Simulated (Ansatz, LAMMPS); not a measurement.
# Amorphous Si0.125Ge0.875 (72 atoms), relaxed: functionals compared

Which bonds does the relaxation leave, and how do the Kohn-Sham gap, forces and pressure change with functional?

Calculated with Ansatz 0.2.0: Kohn-Sham DFT, PBE, PAW (set soft_2), plane waves; cutoff 420 eV, Γ point, fermi-dirac smearing of 0.025 eV.

In doubt: a hybrid run on one k-point (Ansatz), which bears on gaps, levels and energies.

**The cell**

Density at the start: 4.75 g/cm³. The cell holds 72 atoms: 9 Si and 63 Ge. Cell: a = 11.906 Å, b = 11.906 Å, c = 11.906 Å, α = 90.0°, β = 90.0°, γ = 90.0°. 72 atoms (9 Si, 63 Ge) placed at random at 4.75 g/cm³, melted at 3500 K for 10 ps at fixed volume with the Tersoff potential (Tersoff, Phys. Rev. B 39, 5566 (1989)). Quenched from 3500 K to 300 K at 20 K/ps and fixed volume, annealed at 800 K for 20 ps, held 5 ps, then minimised at fixed cell.

Cell and atoms were relaxed with PBE. The walk converged after 7 steps by the program's count, with a largest force component of 0.0235 eV/Å; it began at an r.m.s. force component of 0.24 eV/Å. The edges went from 11.906, 11.906, 11.906 to 11.757, 12.131, 12.129 Å, and the volume from 23.443 to 24.016 Å³ an atom (+2.4 %).

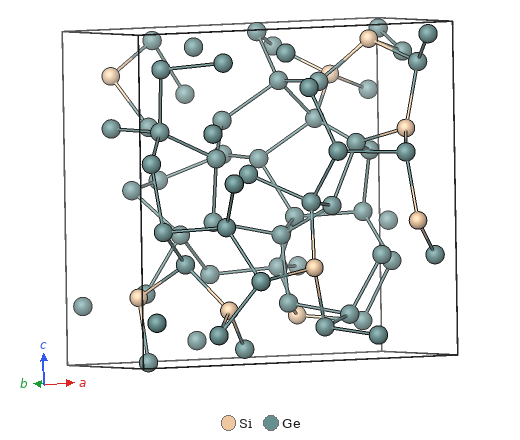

The relaxed cell. Bonds to atoms that aren't drawn are left out. Some periodic images of atoms are drawn too.

The input of the reference single point:

```yaml
crystal:
  lattice:
    - [11.75598, 0.06023, 0.12611]
    - [0.06023, 12.13078, -0.0888]
    - [0.12611, -0.0888, 12.12758]
  atoms:
    - { symbol: Si, position: [0.11841, 0.53902, 0.20233] }
    - { symbol: Si, position: [0.65794, 0.68812, 0.12632] }
    - { symbol: Si, position: [0.88682, 0.02635, 0.40749] }
    - { symbol: Si, position: [0.81255, 0.85, 0.84052] }
    [... 66 atom lines left out ...]
    - { symbol: Ge, position: [0.56905, 0.51533, 0.37251] }
    - { symbol: Ge, position: [0.06145, 0.06724, 0.1336] }
kpoints:
  mp_grid: { grid: [1, 1, 1] }
hamiltonian:
  xc: pbe
scf:
  occupations: { method: fermi_dirac, width: 0.025 }
output:
  forces: true
  stress: true
  populations: true
  dos:
    method: { smearing: { sigma: 0.08 } }
    de: 0.05
    projected: { site_lists: { Ge: [Ge], Si: [Si] } }
  eigenvalues: true
  write_density: true
  write_potential: true
  volumetric_format: npy
```

**Bonds after relaxation**

Bonds by pair of elements; cutoffs follow the first minimum of g(r), held within bounds set by covalent radii, and pairs that aren't listed don't count as bonded:

```
pair A-B  cutoff (Å)  bonds  mean length (Å)  spread (Å)  shortest (Å)  B about A  A about B
   Ge-Ge        3.12    114             2.56       0.113          2.40       3.62       3.62
   Ge-Si        2.98     36             2.47       0.074          2.34      0.571          4
```

How many atoms have how many bonded neighbours:

```
element  mean  3   4   5  6
     Ge  4.19  0  52  10  1
     Si     4  1   7   1  0
```

**Levels of theory**

Single points at the relaxed geometry:

| functional | k-mesh | Kohn-Sham gap (eV) | pressure (GPa) | r.m.s. force component (eV/Å) | SCF cycles | time |
| --- | --- | --- | --- | --- | --- | --- |
| PBE | 1×1×1 | 0.312 | 0.02 | 0.008 | 13 | 42 s |
| HSE06 | 1×1×1 | 0.517 | -2.27 | 0.075 | 39 | 12 min |
| r2SCAN | 1×1×1 | 0.335 | -2.34 | 0.079 | 13 | 84 s |
| PBEsol | 1×1×1 | 0.308 | -2.52 | 0.031 | 13 | 39 s |

The gap is that between the highest filled and lowest empty Kohn-Sham level on the run's k-points. Cutoffs: 420 eV for PBE, HSE06 and PBEsol; 500 eV for r2SCAN. Times come from shared hosts and are rough.

**Findings**

By these cutoffs 83 % of Ge atoms have 4 and 78 % of Si atoms have 4 neighbours. The Kohn-Sham gap is 0.31 eV with PBE on the 1×1×1 mesh. On the 1×1×1 mesh HSE06 changes the gap by +0.20 eV against PBE. On the reference's mesh the gap changes with r2SCAN by +0.02 eV and PBEsol by under 0.01 eV. Against the reference the pressure changes with HSE06 by -2.3 GPa, r2SCAN by -2.4 GPa and PBEsol by -2.5 GPa; a negative change means a smaller volume than PBE would take.

Limits: All single points share the geometry relaxed with PBE. The volume changed by +2.4 % on relaxing; in so small a cell, on this mesh and at this cutoff, the relaxed density is rough. One sample; tail or defect levels can set the gap of a disordered cell. The quench rate of 20 K/ps is many orders above laboratory rates, so the cell is likely richer in defects and strain than a real sample. The network of bonds at the start is that of the classical potential that made the cell, and needn't be the one that DFT or experiment would give. In some runs the program notes that the band table was not solved further than the SCF left it, the gap may close elsewhere in the zone, the exchange threshold is loose for the stress and the SCF threshold is loose for the stress. Further notices: product built on unsolved table. Spin–orbit coupling is left out; it splits the top valence bands of compounds with Ge, As, Se, Sb or Te and narrows their gaps.

[Logs are printed without paths, hosts, clocks, repeated set-up lines and the standing remarks that a program may print on its own settings, such as how far it seeks lower states.]

[Hosts, paths, dates, database ids (printed as entryN), source tags and the programs' standing remarks are cut or masked in the printed files.]
